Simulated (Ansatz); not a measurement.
BFH4O2Si

Input

```
crystal:
  periodic: [false, false, false]
  atoms:
    - { symbol: O, position_ang: [-1.7326, 0.9504, 0.7474] }
    - { symbol: B, position_ang: [-0.489, 1.1759, 0.0847] }
    - { symbol: F, position_ang: [0.3846, 2.2047, 0.5464] }
    - { symbol: O, position_ang: [-0.0742, 0.4159, -1.1135] }
    - { symbol: Si, position_ang: [0.7026, -0.9892, -0.5647] }
    - { symbol: H, position_ang: [-1.6181, 0.3278, 1.4323] }
    - { symbol: H, position_ang: [1.9423, -0.5743, 0.1828] }
    - { symbol: H, position_ang: [1.1332, -1.7882, -1.7063] }
    - { symbol: H, position_ang: [-0.1603, -1.7692, 0.3738] }
basis:
  gaussian: { orbitals: "6-31G*" }
hamiltonian:
  xc: pbe0
relax:
  f_tol: 0.02
  max_steps: 50
output:
  orbitals: {}
```

Command:

```sh
ansatz run input.yaml --threads 2 --pin off --max-ram 3072MiB --backend cpu --events-out ev --progress --plain --runs-dir out
```

The fields are those of the relaxed geometry.

Level of theory: RKS PBE0/6-31G* (Ansatz).

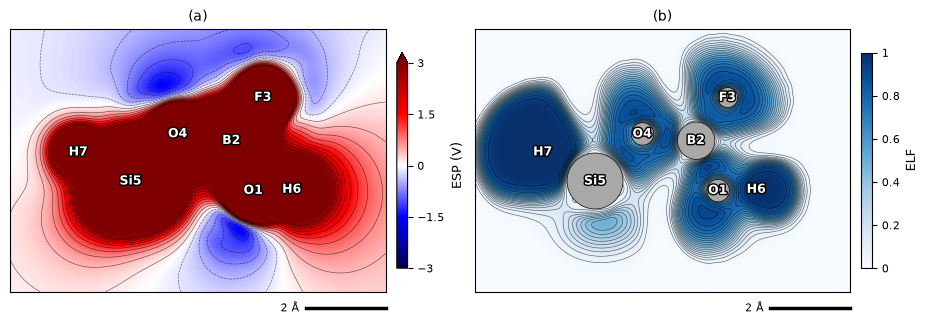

Figure 1. (a) electrostatic potential; (b) electron localisation function on the plane of atoms O1, B2 and F3. Grey discs cover the atomic cores in the ELF map.

### Describe what can be read from this map.

Atoms in the plane: O, B, F, Si and H. B–F (1.34 Å): the ELF peaks at about 0.85 between the atoms, as expected for a polar covalent bond. B–O (1.35 Å): the ELF peaks at about 0.90 between the atoms, as expected for a shared but strongly polarised pair. Si–O (1.67 Å): the ELF peaks at about 0.85 between the atoms (a shared but strongly polarised pair). O–H (0.96 Å): the ELF climbs to about 1 towards the hydrogen, as it does in any bond to H; an ordinary covalent bond to hydrogen. Si–H (1.48 Å): the ELF climbs to about 1 towards the hydrogen. The ELF also peaks beside O1, O4 and F3, away from the bonds: lone-pair regions. Outside the dense part of the molecule the potential is most negative (−1.5 V) near O4.

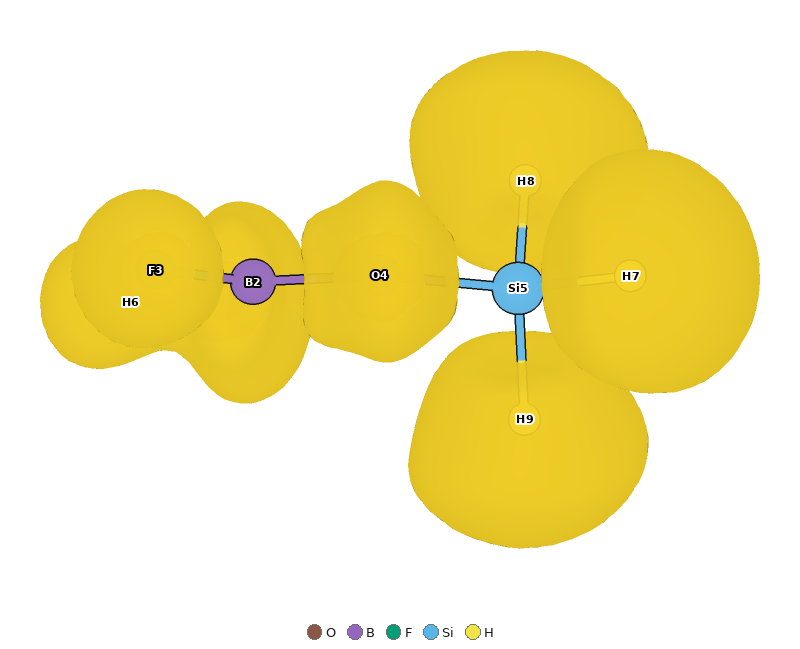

Figure 2. Isosurface of the ELF at 0.75 (yellow), seen from one side. Only the valence region is drawn (cores and ρ < 0.01 e/Å³ removed).

### Where are the electrons localised?

The surface consists of three regions around hydrogen nuclei, one region on F in which the atom's valence shell and bonds are merged, one region on O in which the atom's valence shell and bonds are merged and one joined region spread over several atoms (H, O), in which their bonds and any lone pairs are merged.

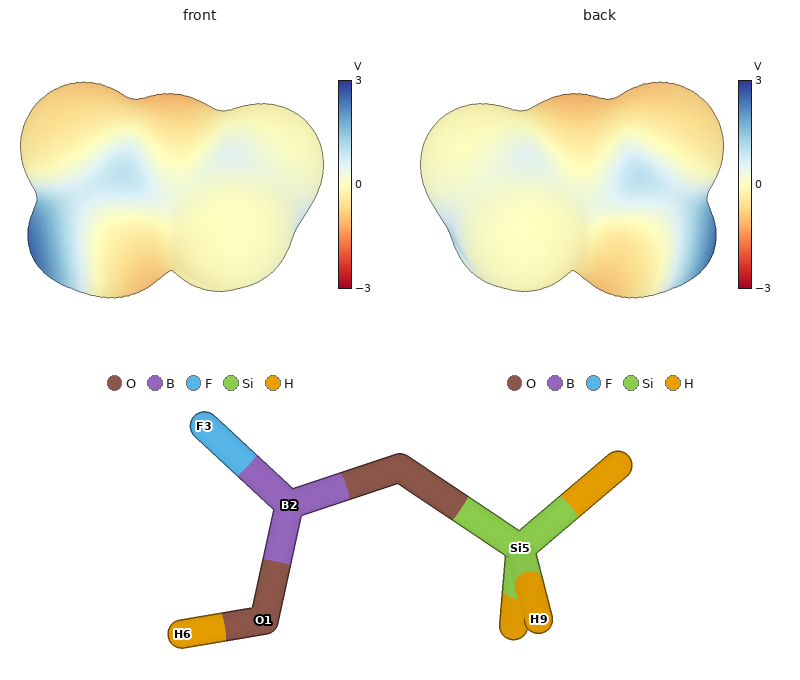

Figure 3. The electrostatic potential painted on the density surface at 0.001 e/bohr³, seen from the front and from behind; red is negative and blue positive. The bare structure is drawn below in the same view.

### Where is the surface potential most negative and most positive?

The most negative region (about −1.1 V) lies over O4, the most positive (about +2.4 V) over H6. O4 is the likeliest acceptor of a hydrogen bond.
